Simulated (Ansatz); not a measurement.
The parent structure is MoTe2 in the 2H-MoS2 type structure (space group P6_3/mmc, No. 194; a = 3.497 Å, c = 13.696 Å; layered, stacked along the Cartesian z axis).

It is then changed as follows: a hydrostatic pressure of 0.9 GPa.

Computed with PBE-D3(BJ), PAW, 420 eV (Ansatz, a quantum-chemistry and plane-wave program; no spin-orbit coupling).

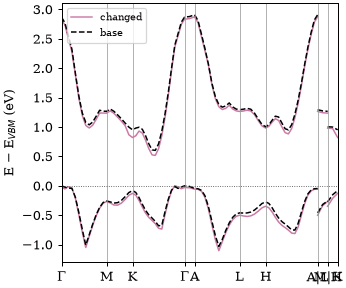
Figure: Highest valence and lowest conduction band along the path, each from its own valence-band maximum

### Question
From the figure, how large is the changed gap, and is it direct?

### Answer
About 0.52 eV, indirect, K–Γ (81 % along) → K–Γ (44 % along).

With Te present, leaving out spin-orbit coupling can change the band edges. Load acts through the strain it causes; cell and atoms are relaxed under it. Whether these cells are dynamically stable was not tested. The D3 term's C6 switches between coordination references near this geometry, which can add small steps to energies.
